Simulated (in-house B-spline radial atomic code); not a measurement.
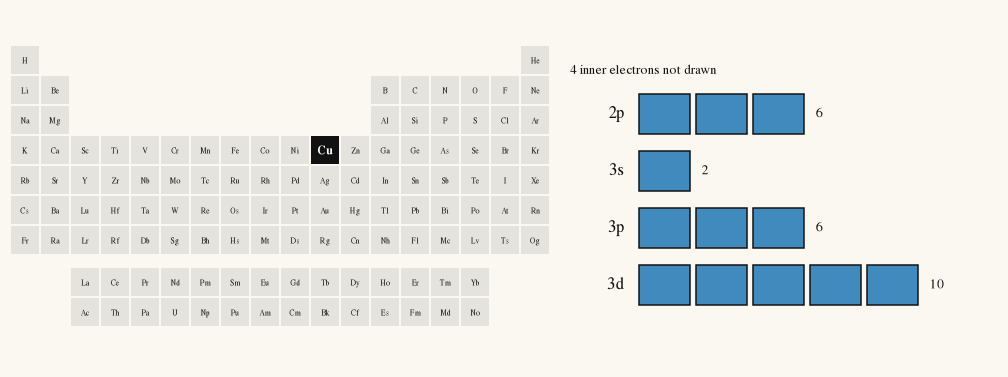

Fig. 1: Left, the place of copper in the periodic table; right, the outer shells of the closed core: a box for each of the 2l + 1 orbitals, shaded by the share of the shell that is filled, with the electron count at the right.

# Run report: Cu⁺, many-body perturbation calculation

- system: Cu⁺, core [Ar] 3d10.
- method: relativistic RPA (time-dependent Dirac-Hartree-Fock) and second-order many-body perturbation theory, no-pair Dirac-Coulomb, closed shell, B-spline basis (in-house B-spline radial atomic code)

## The input
```
basis_form = 2
Z = 29
core_configuration = [Ar] 3d10
rms_radius = 3.8823
mass_number = 63
speed_of_light = 13703.5999084
box_radius = 25.846
lmax = 7
intervals = 66
virtual_cutoff = 21025.0
```

Hardware: 1 CPU thread, shared host.

The run was one of a batch that the task file lists, launched with:
```bash
python <driver script> task.json out
```

The program writes its results to a structured record and prints no log; tables and figures of this report are taken from that record.

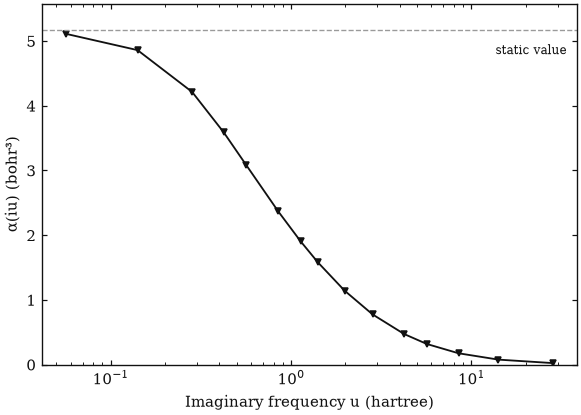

Fig. 2: Dipole polarisability at imaginary frequency of Cu⁺ (copper, Z = 29), [Ar] 3d¹⁰. Relativistic RPA on Dirac–Hartree–Fock, no-pair Dirac–Coulomb, finite nucleus, computed with a B-spline radial code. Speed of light scaled by 100. The static dipole polarisability is 5.17 bohr³; α(iu) falls to half of it near u = 0.75 hartree. The Casimir–Polder integral gives C₆ = 16.5 hartree bohr⁶ for two such species.

## Results in brief

```
 quantity      value
  outcome  converged
wall time      5.6 s
```
